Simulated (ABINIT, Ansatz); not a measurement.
**Quasiparticle gap of Rb2AlTlH6 (Fm-3m) in ABINIT**

Aim: the G0W0 gap of Rb2AlTlH6 (Fm-3m) on LDA, step by step.

Main program and level: ABINIT 10.8.3; LDA and many-body steps on it, plane waves.

### 1. Starting point

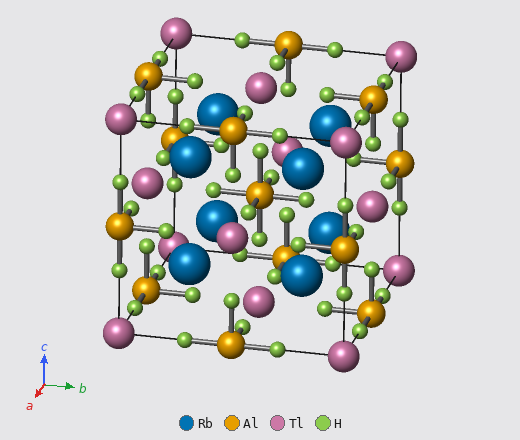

The starting structure, seen slightly off an axis (rubidium blue, aluminium orange, thallium pink, hydrogen green). This picture shows the conventional cell, with its axes. Some periodic images of atoms are drawn too.

The cell and positions are those that the Materials Project relaxed with its own functionals (PBE, PBE+U or r2SCAN), kept fixed. Spin-orbit coupling is left out unless a step names it.

### 2. Ground state

This step: ABINIT 10.8.3; DFT, LDA, plane waves, norm-conserving pseudopotentials.

The ground-state density comes first.

Input file run.abi:

```
acell 3*1.0 Angstrom
rprim 
  0.000000000000 4.343365000000 4.343365000000
  4.343365000000 -0.000000000000 4.343365000000
  4.343365000000 4.343365000000 -0.000000000000
ntypat 4
znucl 37 13 81 1
natom 10
typat 1 1 2 3 4 4 4 4 4 4
xred 
  0.250000000000 0.250000000000 0.250000000000
  0.750000000000 0.750000000000 0.750000000000
  0.500000000000 0.500000000000 0.500000000000
  0.000000000000 0.000000000000 -0.000000000000
  0.294156000000 0.705844000000 0.705844000000
  0.294156000000 0.705844000000 0.294156000000
  0.705844000000 0.294156000000 0.705844000000
  0.705844000000 0.705844000000 0.294156000000
  0.294156000000 0.294156000000 0.705844000000
  0.705844000000 0.294156000000 0.294156000000
pp_dirpath "pseudos"
pseudos "Rb.upf, Al.upf, Tl.upf, H.upf"
ecut 31
ngkpt 4 4 4
nshiftk 1
shiftk 0 0 0
kptopt 1
chksymbreak 0
nband 29
occopt 1
tolvrs 1e-10
nstep 60
prtwf 0
optforces 0
optstress 0
indata_prefix "in"
outdata_prefix "out"
tmpdata_prefix "tmp"
```

Launch:

```console
$ OMP_NUM_THREADS=1 mpirun -n 4 abinit run.abi > log
```

Numbers of over 12 decimals in the logs are rounded to 6 here.

What it wrote:

```text
.Version 10.8.3 of ABINIT. v10.8.2 released Aug 2026.

 Symmetries : space group Fm -3 m (#225); Bravais cF (face-center cubic)
================================================================================
 Values of the parameters that define the memory need of the present run
     intxc =       0    ionmov =       0      iscf =       7    lmnmax =       6
     lnmax =       6     mgfft =      60  mpssoang =       3    mqgrid =    3001
     natom =      10  nloc_mem =       1    nspden =       1   nspinor =       1
    nsppol =       1      nsym =      48    n1xccc =    2501    ntypat =       4
    occopt =       1   xclevel =       1
-    mband =          29        mffmem =           1         mkmem =           2
       mpw =        9141          nfft =      216000          nkpt =           8
================================================================================
  Rough estimation (10% accuracy) of disk space for files :
================================================================================

--------------------------------------------------------------------------------
------------- Echo of variables that govern the present computation ------------
--------------------------------------------------------------------------------
 -outvars: echo values of preprocessed input variables --------
            acell      1.8897261259E+00  1.8897261259E+00  1.8897261259E+00 Bohr

      chksymbreak           0
             ecut      3.10000000E+01 Hartree
-          fftalg         312

              ixc       -1012
              kpt      0.00000000E+00  0.00000000E+00  0.00000000E+00
                       2.50000000E-01  0.00000000E+00  0.00000000E+00
                       5.00000000E-01  0.00000000E+00  0.00000000E+00
                       2.50000000E-01  2.50000000E-01  0.00000000E+00
                       5.00000000E-01  2.50000000E-01  0.00000000E+00
                      -2.50000000E-01  2.50000000E-01  0.00000000E+00
                       5.00000000E-01  5.00000000E-01  0.00000000E+00
                      -2.50000000E-01  5.00000000E-01  2.50000000E-01
         kptrlatt        4    0    0      0    4    0      0    0    4
          kptrlen      4.64301604E+01
P           mkmem           2
            natom          10
            nband          29
            ngfft          60      60      60
             nkpt           8
            nstep          60
             nsym          48
           ntypat           4
              occ      2.000000  2.000000  2.000000  2.000000  2.000000  2.000000
                       2.000000  2.000000  2.000000  2.000000  2.000000  2.000000
                       2.000000  2.000000  2.000000  2.000000  2.000000  2.000000
                       2.000000  2.000000  0.000000  0.000000  0.000000  0.000000
                       0.000000  0.000000  0.000000  0.000000  0.000000
        optforces           0
        optstress           0
            prtwf           0
            rprim      0.0000000000E+00  4.3433650000E+00  4.3433650000E+00
                       4.3433650000E+00 -0.0000000000E+00  4.3433650000E+00
                       4.3433650000E+00  4.3433650000E+00 -0.0000000000E+00
          spgroup         225

           tolvrs      1.00000000E-10

             xred      2.5000000000E-01  2.5000000000E-01  2.5000000000E-01
                       7.5000000000E-01  7.5000000000E-01  7.5000000000E-01
[...]
znucl       37.00000   13.00000   81.00000    1.00000

================================================================================

 chkinp: Checking input parameters for consistency.

================================================================================
== DATASET  1 ==================================================================
-   mpi_nproc: 4, omp_nthreads: 1 (-1 if OMP is not activated)

--- !DatasetInfo
iteration_state: {dtset: 1, }
dimensions: {natom: 10, nkpt: 8, mband: 29, nsppol: 1, nspinor: 1, nspden: 1, mpw: 9141, }
cutoff_energies: {ecut:  31.0, pawecutdg:  -1.0, }
electrons: {nelect:   4.00000000E+01, charge:   0.00000000E+00, occopt:   1.00000000E+00, tsmear:   1.00000000E-02, }

 Real(R)+Recip(G) space primitive vectors, cartesian coordinates (Bohr,Bohr^-1):
 R(1)=  0.0000000  8.2077703  8.2077703  G(1)= -0.0609179  0.0609179  0.0609179
 R(2)=  8.2077703  0.0000000  8.2077703  G(2)=  0.0609179 -0.0609179  0.0609179
 R(3)=  8.2077703  8.2077703  0.0000000  G(3)=  0.0609179  0.0609179 -0.0609179
 Unit cell volume ucvol=  1.1058738E+03 bohr^3
 Angles (23,13,12)=  6.00000000E+01  6.00000000E+01  6.00000000E+01 degrees

 getcut: wavevector=  0.0000  0.0000  0.0000  ngfft=  60  60  60
         ecut(hartree)=     31.000   => boxcut(ratio)=   2.06236

--- Pseudopotential description ------------------------------------------------
- Rb Generated using ONCVPSP code by D. R. Hamann
- 37.00000   9.00000  180309                  znucl, zion, pspdat
12 -1012 2 -1 2226                            pspcod,pspxc,lmax,lloc,mmax
     nproj     2     2     2
  pspatm : epsatm=   34.43095479
         --- l  ekb(1:nproj) -->
[...]
pspatm: atomic psp has been read  and splines computed

- Al Generated using ONCVPSP code by D. R. Hamann
- 13.00000   3.00000  180309                  znucl, zion, pspdat
[...]
pspatm : epsatm=   37.12709760
         --- l  ekb(1:nproj) -->
[...]
pspatm: atomic psp has been read  and splines computed

- H Generated using ONCVPSP code by D. R. Hamann
-  1.00000   1.00000  180309                  znucl, zion, pspdat
12 -1012 1 -1 1180                            pspcod,pspxc,lmax,lloc,mmax
     nproj     2     1     0
  pspatm : epsatm=    0.35439867
         --- l  ekb(1:nproj) -->
[...]
1   -0.275071
 pspatm: atomic psp has been read  and splines computed

   4.34759162E+03                                ecore*ucvol(ha*bohr**3)
--------------------------------------------------------------------------------

_setup2: Arith. and geom. avg. npw (full set) are    9112.297    9112.273

================================================================================

--- !BeginCycle
iteration_state: {dtset: 1, }
solver: {iscf: 7, nstep: 60, nline: 4, wfoptalg: 0, }
tolerances: {tolvrs: 1.00E-10, }

     iter   Etot(hartree)      deltaE(h)  residm     vres2
 ETOT  1  -120.09689882597    -1.201E+02 4.524E-01 1.807E+03
 ETOT  2  -120.73193027173    -6.350E-01 1.108E-02 1.141E+02
 ETOT  3  -120.74426436415    -1.233E-02 5.226E-03 7.960E+00
 ETOT  4  -120.74468000467    -4.156E-04 1.325E-03 1.102E+00
 ETOT  5  -120.74473678521    -5.678E-05 6.391E-04 2.048E-02
 ETOT  6  -120.74473829850    -1.513E-06 5.439E-04 2.796E-03
 ETOT  7  -120.74473854790    -2.494E-07 2.449E-04 3.200E-05
 ETOT  8  -120.74473854973    -1.823E-09 2.060E-04 1.222E-06
 ETOT  9  -120.74473854982    -9.106E-11 8.880E-05 8.813E-09
 ETOT 10  -120.74473854982    -6.636E-12 7.487E-05 1.212E-10
 ETOT 11  -120.74473854982    -1.066E-12 3.177E-05 1.466E-12

 At SCF step   11       vres2   =  1.47E-12 < tolvrs=  1.00E-10 =>converged.

--- !ResultsGS
iteration_state: {dtset: 1, }
comment   : Summary of ground state results
lattice_vectors:
- [  0.0000000,   8.2077703,   8.2077703, ]
- [  8.2077703,  -0.0000000,   8.2077703, ]
- [  8.2077703,   8.2077703,  -0.0000000, ]
lattice_lengths: [  11.60754,   11.60754,   11.60754, ]
lattice_angles: [ 60.000,  60.000,  60.000, ] # degrees, (23, 13, 12)
lattice_volume:   1.1058738E+03
convergence: {deltae: -1.066E-12, res2:  1.466E-12, residm:  3.177E-05, diffor:  0.000E+00, }
etotal    :  -1.20744739E+02
entropy   :   0.00000000E+00
fermie    :   7.95730613E-02
cartesian_stress_tensor: null
pressure_GPa: null
xred      :
- [  2.5000E-01,   2.5000E-01,   2.5000E-01, Rb]
- [  7.5000E-01,   7.5000E-01,   7.5000E-01, Rb]
- [  5.0000E-01,   5.0000E-01,   5.0000E-01, Al]
- [  0.0000E+00,   0.0000E+00,   0.0000E+00, Tl]
- [  2.9416E-01,   7.0584E-01,   7.0584E-01,  H]
- [  2.9416E-01,   7.0584E-01,   2.9416E-01,  H]
- [  7.0584E-01,   2.9416E-01,   7.0584E-01,  H]
- [  7.0584E-01,   7.0584E-01,   2.9416E-01,  H]
- [  2.9416E-01,   2.9416E-01,   7.0584E-01,  H]
- [  7.0584E-01,   2.9416E-01,   2.9416E-01,  H]
cartesian_forces: null
force_length_stats: {min: null, max: null, mean: null, }

 Integrated electronic density in atomic spheres:
 ------------------------------------------------
 Atom  Sphere_radius  Integrated_density
[...]
================================================================================

 ----iterations are completed or convergence reached----

 Mean square residual over all n,k,spin=   25.773E-08; max=  31.772E-06
 reduced coordinates (array xred) for   10 atoms
[...]
0.294156000000      0.705844000000      0.294156000000
       0.705844000000      0.294156000000      0.705844000000
       0.705844000000      0.705844000000      0.294156000000
       0.294156000000      0.294156000000      0.705844000000
       0.705844000000      0.294156000000      0.294156000000
 rms dE/dt=  0.0000E+00; max dE/dt=  0.0000E+00; dE/dt below (all hartree)
    1       0.000000000000      0.000000000000      0.000000000000
    2       0.000000000000      0.000000000000      0.000000000000
    3       0.000000000000      0.000000000000      0.000000000000
    4       0.000000000000      0.000000000000      0.000000000000
    5       0.000000000000      0.000000000000      0.000000000000
    6       0.000000000000      0.000000000000      0.000000000000
    7       0.000000000000      0.000000000000      0.000000000000
    8       0.000000000000      0.000000000000      0.000000000000
    9       0.000000000000      0.000000000000      0.000000000000
   10       0.000000000000      0.000000000000      0.000000000000

 cartesian coordinates (angstrom) at end:
[...]
6      4.343365     2.555254     4.343365
    7      4.343365     6.131476     4.343365
    8      4.343365     4.343365     6.131476
    9      4.343365     4.343365     2.555254
   10      2.555254     4.343365     4.343365
 length scales=  1.889726125908  1.889726125908  1.889726125908 bohr
              =  1.000000000000  1.000000000000  1.000000000000 angstroms
 prteigrs : about to open file out_EIG
 Fermi (or HOMO) energy (hartree) =   0.07957   Average Vxc (hartree)=  -0.32500
 Eigenvalues (hartree) for nkpt=   8  k points:
 kpt#   1, nband= 29, wtk=  0.01563, kpt=  0.0000  0.0000  0.0000 (reduced coord)
  -0.92521   -0.92398   -0.35143   -0.35143   -0.35143   -0.33994   -0.33994   -0.33864
  -0.33864   -0.33864   -0.33289   -0.33289   -0.33289   -0.21651   -0.10193   -0.06568
  -0.06568   -0.06568    0.02407    0.02407    0.15271    0.15271    0.15271    0.23455
   0.23901    0.23901    0.23901    0.28348    0.28348
 prteigrs : prtvol=0 or 1, do not print more k-points.

--- !EnergyTerms
iteration_state     : {dtset: 1, }
comment             : Components of total free energy in Hartree
kinetic             :  4.98337104312451E+01
hartree             :  2.44067567789054E+01
xc                  : -3.61004253416845E+01
Ewald energy        : -7.66191821196112E+01
psp_core            :  3.93136316005034E+00
local_psp           : -7.32332323975791E+01
non_local_psp       : -1.29637290611502E+01
total_energy        : -1.20744738549824E+02
total_energy_eV     : -3.28563171784926E+03
band_energy         : -1.20895608915256E+01

== END DATASET(S) ==============================================================
================================================================================

 -outvars: echo values of variables after computation  --------
           etotal     -1.2074473855E+02
            nband          29
             nkpt           8
          spgroup         225
 [... the other variables as echoed above ...]

 Calculation completed.
```

Elapsed: 32 s, on 4 MPI ranks of Arm Neoverse V1, shared host; peak memory 0.47 GiB.

This step gave:

| Property | Result |
| --- | --- |
| total energy | -3285.6317 eV |
| gap | 0.4014 eV |
| k of the valence top | 0.5, 0.5, 0 |
| k of the conduction bottom | 0.5, 0, 0 |
| least direct gap | 1.814 eV |

The gap is indirect, with the least direct gap 1.41 eV higher.

(Continued in part 2 of 3.)

[Paths, hosts, dates, memory and timing lines, banners, echoed tables and standing remarks are left out of the program output.]

[Logs are printed without paths, hosts, clocks, repeated set-up lines and the standing remarks that a program may print on its own settings, such as how far it seeks lower states.]

[Runs of the session that timed out or met a known fault of the program may be left out.]

[Hosts, paths, dates, database ids (printed as entryN), source tags and the programs' standing remarks are cut or masked in the printed files.]

[G0W0 gaps are taken among the corrected bands and points alone; a level outside them can change the order at an edge.]

[Where Ansatz stands beside ABINIT at settings called matched, ABINIT's density can come from a denser mesh and the files from another edition; pairs whose starting gaps differed by over 0.03 eV were left out, so agreement reads better than it is.]
